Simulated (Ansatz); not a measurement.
**MoCl2O2 (SMILES O=[Mo](=O)(Cl)Cl) at HF/def2-SVP (core potential)**

Aim: the vertical ionisation energy of MoCl2O2 at HF/def2-SVP (core potential), from 2 runs. 

The results are computed with Ansatz 0.2.0.

2 further runs of the same task are left out: 2 that didn't finish.

**1. The structure to begin with**

MoCl2O2 has 5 atoms, charge 0, and is taken as a singlet. SMILES: `O=[Mo](=O)(Cl)Cl`. The shape is that of a PBE0-D4/def2-TZVP optimisation.

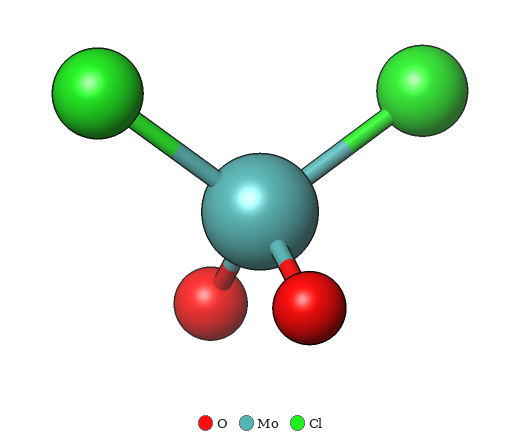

The structure, seen from a chosen angle (oxygen red, molybdenum teal, chlorine green).

**2. The energy at HF/def2-SVP (core potential)**

File job.yaml:

```yaml
crystal:
  periodic: [false, false, false]
  atoms:
    - symbol: O
      position_ang: [0.160790, -0.193810, 1.710330]
    - symbol: Mo
      position_ang: [0.067390, -0.061640, 0.055230]
    - symbol: O
      position_ang: [1.227030, -1.074450, -0.573270]
    - symbol: Cl
      position_ang: [-1.960190, -0.720580, -0.637400]
    - symbol: Cl
      position_ang: [0.504990, 2.050480, -0.554890]
basis:
  gaussian: {orbitals: def2-SVP}
total_charge: 0
hamiltonian: {xc: hf}
accuracy: high
output: {orbitals: {seedname: orbitals}}
```

Launch:

```console
$ ansatz run job.yaml --threads 1 --pin off --max-ram 3480MiB --events-out events.jsonl --progress --plain --runs-dir runs
```

Log:

```text
Warning: RAYON_NUM_THREADS=1 ignored (pool sized by the plan → 1); use --threads N
Functional definition: HF
  name "HF"
  exchange = exact_x
  correlation = 0
1956 factors; integrals over basis functions are off by at most 6.0e-8 eV
mean field evaluation 1: about -30896.8923 eV, gradient 7.7e1 eV
mean field evaluation 2: about -30897.2972 eV, gradient 7.8e1 eV
mean field evaluation 4: about -30909.7141 eV, gradient 4.9e0 eV
mean field evaluation 8: about -30909.8293 eV, gradient 6.5e-1 eV
mean field evaluation 16: about -30909.8328 eV, gradient 1.4e-6 eV
mean field -30909.83277982 eV, -1135.9154032214 hartree, gradient 4.1e-8 eV, S^2 0.000000; 0 other end points of the search recorded, 0 dependent functions left out
reference -30909.83277982 eV, -1135.9154032214 hartree; 32, 32 occupied and 63, 63 virtual orbitals, 1956 factors
Total energy: -30909.83277982 eV, -1135.9154032214 hartree
```

Wall time 5.4 s (1 thread of Intel Xeon Platinum 8259CL at 2.50GHz (Skylake/Cascade Lake), shared host); peak memory 0.31 GiB.

**3. The doublet cation, same level**

File input.yaml:

```yaml
crystal:
  periodic: [false, false, false]
  atoms:
    - symbol: O
      position_ang: [0.160790, -0.193810, 1.710330]
    - symbol: Mo
      position_ang: [0.067390, -0.061640, 0.055230]
    - symbol: O
      position_ang: [1.227030, -1.074450, -0.573270]
    - symbol: Cl
      position_ang: [-1.960190, -0.720580, -0.637400]
    - symbol: Cl
      position_ang: [0.504990, 2.050480, -0.554890]
basis:
  gaussian:
    orbitals: def2-SVP
total_charge: 1
magnetization:
  spin_polarized: true
  initial_magnetization: 1
hamiltonian:
  xc: hf
accuracy: high
output:
  orbitals: {seedname: orbitals}
```

Launch:

```console
$ ansatz run input.yaml --threads 1 --pin off --max-ram 3480MiB --events-out events.jsonl --progress --plain --runs-dir runs
```

Log:

```text
Warning: RAYON_NUM_THREADS=1 ignored (pool sized by the plan → 1); use --threads N
[... 4 set-up lines as earlier in the session ...]
1955 factors; integrals over basis functions are off by at most 6.0e-8 eV
mean field evaluation 1: about -30881.7888 eV, gradient 6.1e1 eV
mean field evaluation 2: about -30881.9530 eV, gradient 6.1e1 eV
mean field evaluation 4: about -30897.0182 eV, gradient 6.9e0 eV
mean field evaluation 8: about -30897.6286 eV, gradient 7.2e-1 eV
mean field evaluation 16: about -30897.1394 eV, gradient 9.5e0 eV
mean field evaluation 32: about -30795.1726 eV, gradient 1.5e2 eV
mean field evaluation 64: about -30810.2941 eV, gradient 1.3e2 eV
mean field evaluation 96: about -30834.4593 eV, gradient 1.2e2 eV
mean field evaluation 128: about -30897.9359 eV, gradient 2.7e-5 eV
mean field evaluation 160: about -30898.4934 eV, gradient 3.5e-1 eV
mean field evaluation 192: about -30898.3116 eV, gradient 2.2e-2 eV
mean field evaluation 224: about -30841.7526 eV, gradient 1.3e2 eV
mean field evaluation 256: about -30898.3118 eV, gradient 1.4e-2 eV
mean field evaluation 288: about -30897.2066 eV, gradient 6.8e0 eV
mean field evaluation 320: about -30896.5974 eV, gradient 1.7e-1 eV
mean field evaluation 352: about -30899.3416 eV, gradient 4.1e-2 eV
mean field evaluation 384: about -30898.2127 eV, gradient 1.9e0 eV
mean field evaluation 416: about -30896.4500 eV, gradient 3.5e0 eV
mean field evaluation 448: about -30898.2995 eV, gradient 5.2e-1 eV
mean field evaluation 480: about -30894.9919 eV, gradient 3.2e0 eV
mean field evaluation 512: about -30898.4549 eV, gradient 1.2e0 eV
mean field evaluation 544: about -30896.1017 eV, gradient 9.7e-1 eV
mean field evaluation 576: about -30898.9573 eV, gradient 7.5e-1 eV
mean field evaluation 608: about -30898.1697 eV, gradient 6.5e0 eV
mean field evaluation 640: about -30899.3324 eV, gradient 3.1e-1 eV
mean field evaluation 672: about -30897.5127 eV, gradient 1.3e0 eV
mean field evaluation 704: about -30897.8503 eV, gradient 1.2e0 eV
mean field evaluation 736: about -30887.2094 eV, gradient 3.8e1 eV
mean field evaluation 768: about -30895.6821 eV, gradient 2.4e0 eV
mean field evaluation 800: about -30895.7289 eV, gradient 3.7e0 eV
mean field evaluation 832: about -30895.8621 eV, gradient 4.8e0 eV
mean field evaluation 864: about -30894.6750 eV, gradient 2.1e0 eV
mean field evaluation 896: about -30894.5592 eV, gradient 2.5e0 eV
mean field evaluation 928: about -30897.6369 eV, gradient 4.3e-3 eV
mean field evaluation 960: about -30898.7019 eV, gradient 1.2e0 eV
mean field -30899.34160770 eV, -1135.5298597568 hartree, gradient 4.2e-8 eV, S^2 1.213478; 15 other end points of the search recorded, 0 dependent functions left out
reference -30899.34160770 eV, -1135.5298597568 hartree; 32, 31 occupied and 63, 64 virtual orbitals, 1955 factors
Total energy: -30899.34160770 eV, -1135.5298597568 hartree
```

Run time: 2.8 min. Hardware: 1 thread of Intel Xeon Platinum 8259CL at 2.50GHz (Skylake/Cascade Lake), shared host; peak memory 0.64 GiB.

**4. Outcome**

Level: HF/def2-SVP (core potential).

| quantity | value |
| --- | --- |
| singlet MoCl2O2: total energy | -1135.91540 Eh |
| singlet MoCl2O2: HOMO energy | -13.38 eV |
| singlet MoCl2O2: LUMO energy | -0.66 eV |
| singlet MoCl2O2: HOMO–LUMO gap | 12.72 eV |
| doublet cation: total energy | -1135.52986 Eh |
| doublet cation: HOMO energy (highest over α and β) | -18.70 eV |
| doublet cation: LUMO energy (lowest over α and β) | -7.44 eV |
| doublet cation: ⟨S²⟩ | 1.213 |
| vertical ionisation energy (to the doublet cation) | 10.491 eV |

What this shows: Removing an electron at fixed nuclei costs 10.49 eV (1012 kJ/mol). The negative HOMO energy of the first species, 13.38 eV, lies 2.89 eV above that difference. ⟨S²⟩ (doublet cation) is 1.21 where a pure doublet has 0.75: the reference is spin-contaminated.
